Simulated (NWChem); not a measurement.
# PBE0/pcseg-3 run of AsH3 (SMILES [AsH3])

What is the electronic atomisation energy of AsH3 at PBE0/pcseg-3? 

Program for the calculation: NWChem 7.3.0.

## (1) The molecule

AsH3: 4 atoms, total charge 0, spin state singlet. As SMILES, `[AsH3]`. The coordinates come from a PBE0-D4/def2-TZVP relaxation.

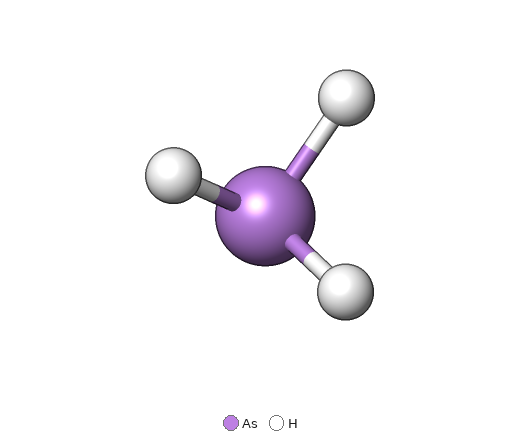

The structure, seen from a chosen angle (arsenic purple, hydrogen white).

## (2) A single-point energy at PBE0/pcseg-3

The input, struct.nw:

```
start struct
title "AsH3"
memory 2200 mb

geometry units atomic noautosym nocenter noautoz
As -0.40780290  0.92143046 -0.65384524
H   0.66121517  1.19109438  2.00197586
H  -2.01822750 -1.33320178  0.11546227
H   1.76481523 -0.77951203 -1.46359288
end

basis spherical bse
As library pcseg-3
H library pcseg-3
end

dft
xc pbe0
grid fine
convergence energy 1e-08
iterations 100
mulliken
print low
end

task dft
```

On the command line:

```
$ nwchem struct.nw > struct.out
```

Output:

```text
[...]
 d= 0,ls=0.0,diis     1  -2237.4227073358 -2.27D+03  1.78D-03  3.14D-01    13.1
[...]
 d= 0,ls=0.0,diis     8  -2237.4366124400 -1.97D-09  2.96D-08  9.88D-12    74.9
         Total DFT energy =    -2237.436612439986
      One electron energy =    -3187.459949122040
           Coulomb energy =      998.784914965979
    Exchange-Corr. energy =      -83.914756196045
 Nuclear repulsion energy =       35.153177912120
[...]
      Total Density - Mulliken Population Analysis
     ---------------------------------------------
    Atom       Charge   Shell Charges
 -----------   ------   -------------------------------------------------------
    1 As  33    32.86   2.00  2.00  1.35  0.58  0.27  1.14  0.42  6.00  5.71  0.36  1.15  1.47  0.33  8.78  1.09  0.17  0.03  0.00  0.01  0.00
    2 H    1     1.05   0.27  0.44  0.29  0.02  0.00  0.00  0.02  0.01  0.00  0.00  0.00
    3 H    1     1.05   0.27  0.44  0.29  0.02  0.00  0.00  0.02  0.01  0.00  0.00  0.00
    4 H    1     1.05   0.27  0.44  0.29  0.02  0.00  0.00  0.02  0.01  0.00  0.00  0.00
[...]
```

Wall time 76 s (1 thread of Intel Xeon 6975P-C (Granite Rapids), shared host); peak memory 0.15 GiB.

## (3) The As atom at the same level

The input, mol.nw:

```
start mol
title "As"
memory stack 880 mb heap 220 mb global 1100 mb

geometry noautosym nocenter noautoz
  As     0.000000     0.000000     0.000000
end

basis spherical bse
  * library pcseg-3
end

dft
  xc pbe0
  mult 4
  grid fine
  convergence energy 1e-08
  maxiter 100
  mulliken
  noprint "final vectors analysis"
end

task dft energy
```

On the command line:

```
$ nwchem mol.nw > mol.out
```

Output:

```text
[...]
          Wavefunction type:  spin polarized.
          No. of atoms     :     1
          No. of electrons :    33
[...]
          Charge           :     0
          Spin multiplicity:     4
[...]
          AO basis - number of functions:    68
[...]
              XC Information
              --------------
                         PBE0 Method XC Functional
                     Hartree-Fock (Exact) Exchange  0.250
          PerdewBurkeErnzerhof Exchange Functional  0.750
            Perdew 1991 LDA Correlation Functional  1.000 local
           PerdewBurkeErnz. Correlation Functional  1.000 non-local
[...]
 d= 0,ls=0.0,diis     1  -2235.5670859418 -2.24D+03  5.03D-03  8.64D-02     4.8
[...]
 d= 0,ls=0.0,diis     7  -2235.5900225179 -9.87D-11  2.67D-08  1.18D-12    19.9
[...]
         Total DFT energy =    -2235.590022517869
      One electron energy =    -3114.960217763451
           Coulomb energy =      962.186771240917
    Exchange-Corr. energy =      -82.816575995335
 Nuclear repulsion energy =        0.000000000000
[...]
      Total Density - Mulliken Population Analysis
     ---------------------------------------------
    Atom       Charge   Shell Charges
 -----------   ------   -------------------------------------------------------
    1 As  33    33.00   2.00  2.00  1.36  0.56  0.33  1.25  0.50  6.00  5.70  0.34  0.96  1.56  0.43  8.79  1.08  0.13  0.00  0.00  0.00  0.00
     --------------------------------------------
      Spin Density - Mulliken Population Analysis
     --------------------------------------------
    Atom       Charge   Shell Charges
 -----------   ------   -------------------------------------------------------
    1 As  33     3.00  -0.00  0.00  0.00 -0.00 -0.04  0.07 -0.03  0.00  0.05  0.01  0.95  1.56  0.43 -0.02  0.01  0.01  0.00  0.00  0.00 -0.00
[...]
      <S2> =      3.7506 (Exact =     3.7500)
[...]
```

Run time: 21 s. Hardware: 1 thread of Intel Xeon 6975P-C (Granite Rapids), shared host; peak memory 0.13 GiB.

## (4) The H atom

The input, mymol.nw:

```
start mymol
memory 2200 mb
geometry noautosym nocenter noautoz
   H      0.000000     0.000000     0.000000
end
basis spherical bse
   H library pcseg-3
end
dft
   xc pbe0
   mult 2
   grid fine
   convergence energy 1e-08
   iterations 100
   mulliken
   noprint "final vectors analysis"
end
task dft
```

Run the same way, it converges to -0.50131 Eh (log not shown).

## (5) Summary of results

Level: PBE0/pcseg-3.

```
                     quantity           value
       molecule: total energy  -2237.43661 Eh
        As atom: total energy  -2235.59002 Eh
                As atom: ⟨S²⟩           3.751
         H atom: total energy     -0.50131 Eh
                 H atom: ⟨S²⟩           0.750
electronic atomisation energy        9.324 eV
```

**Reading.** Taking the molecule apart into free atoms costs 9.32 eV (215 kcal/mol), before zero-point energy and without spin-orbit coupling.
